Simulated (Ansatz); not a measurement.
# C2H10NSi (SMILES C[SiH](C)[NH3+]) (charge +1): what the fields show

The calculation's input:

```
crystal:
  periodic: [false, false, false]
  atoms:
    - symbol: C
      position_ang: [-1.254785, 0.642052, 0.793187]
    - symbol: C
      position_ang: [1.669740, -0.314181, 1.501195]
    - symbol: "N"
      position_ang: [1.106708, 1.448296, -0.832671]
    - symbol: Si
      position_ang: [0.378141, -0.004011, 0.215421]
    - symbol: H
      position_ang: [-1.146196, 1.511132, 1.460747]
    - symbol: H
      position_ang: [-1.923890, 0.906769, -0.039897]
    - symbol: H
      position_ang: [-1.759172, -0.149916, 1.371689]
    - symbol: H
      position_ang: [0.297882, -1.036487, -0.847459]
    - symbol: H
      position_ang: [1.802546, 0.547187, 2.174347]
    - symbol: H
      position_ang: [2.643312, -0.586934, 1.065798]
    - symbol: H
      position_ang: [1.346030, -1.165055, 2.123698]
    - symbol: H
      position_ang: [0.491746, 1.705160, -1.614249]
    - symbol: H
      position_ang: [1.250274, 2.300962, -0.278462]
    - symbol: H
      position_ang: [2.016704, 1.207576, -1.243751]
basis:
  gaussian: {orbitals: def2-TZVPD}
total_charge: 1
hamiltonian: {xc: pbe0}
output: {forces: true, orbitals: {seedname: orbitals}}
```

Launched as:

```sh
ansatz run input.yaml --threads 2 --pin off --max-ram 4350MiB --events-out events.jsonl --progress --plain --runs-dir runs
```

Geometry: PBE0-D3(BJ)/def2-SVP.

The calculation used isolated molecule in a Gaussian basis; Kohn-Sham density functional theory, functional PBE0 in Ansatz 0.2.0.

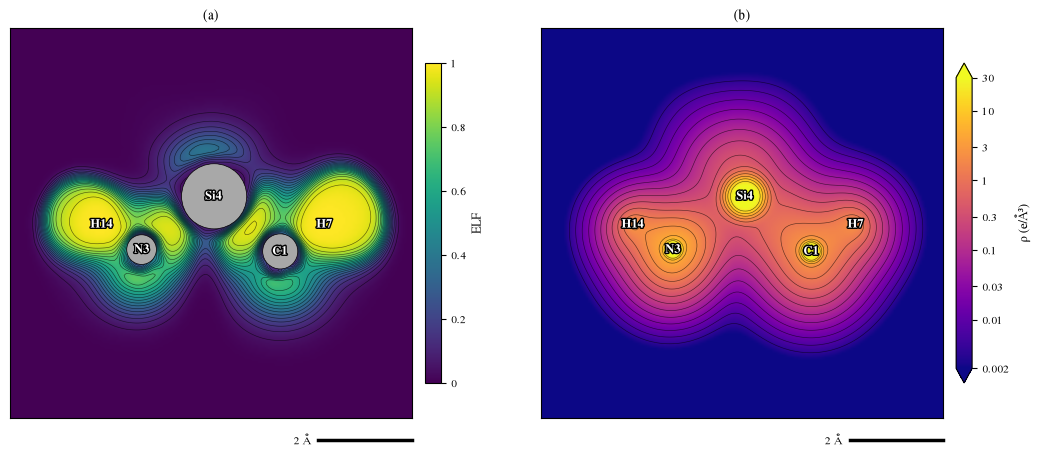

Figure 1. (a) ELF; (b) total electron density on the plane of atoms Si4, N3 and H14. Grey discs cover the atomic cores in the ELF map.

Interpret the plot.

Answer.
- Atoms in the plane: C, N, Si and H.
- C–Si (1.85 Å): ρ is about 1 e/Å³ halfway; the ELF peaks at about 0.95 between the atoms (a covalent bond).
- Si–N (1.93 Å): ρ at the midpoint is about 0.74 e/Å³; the ELF peaks at about 0.95 between the atoms (a shared but strongly polarised pair).
- N–H (1.03 Å): the density is about 2.9 e/Å³ at the midpoint; the ELF climbs to about 1 towards the hydrogen, as it does in any bond to H; a covalent bond by its length.
- C–H (1.10 Å): ρ at the midpoint is about 1.9 e/Å³; the ELF climbs to about 1 towards the hydrogen: a covalent bond by its length.

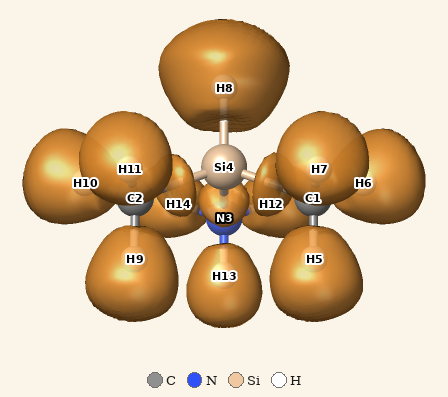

Figure 2. Isosurface of the ELF at 0.85 (orange), seen from one side. Only the valence region is drawn (cores and ρ < 0.01 e/Å³ removed).

What do the ELF domains correspond to?

Answer. At this value the surface marks out two regions between bonded C–Si atoms (shared pairs), one region between bonded N–Si atoms (shared pairs) and ten regions around hydrogen nuclei.

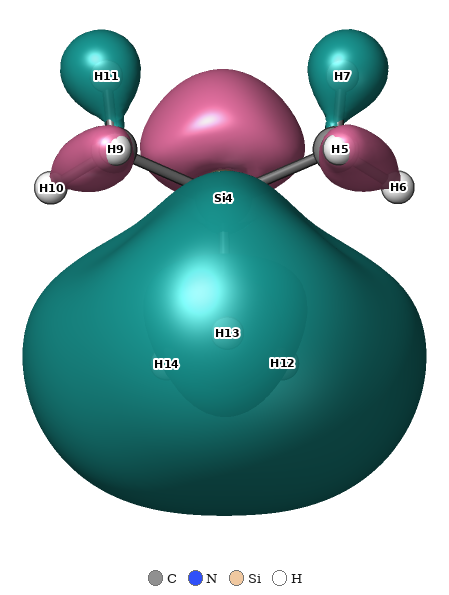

Figure 3. The LUMO at ±0.06 Å⁻³ᐟ² (teal and pink are the two phases), seen across its widest extent.

Where does this orbital lie, and at what energy?

Answer. Its weight (Hirshfeld) is mainly on H14 (about 15 %), H12 (about 15 %), H13 (about 15 %), Si4 (about 15 %) and N3 (about 15 %). Its energy is −4.94 eV.
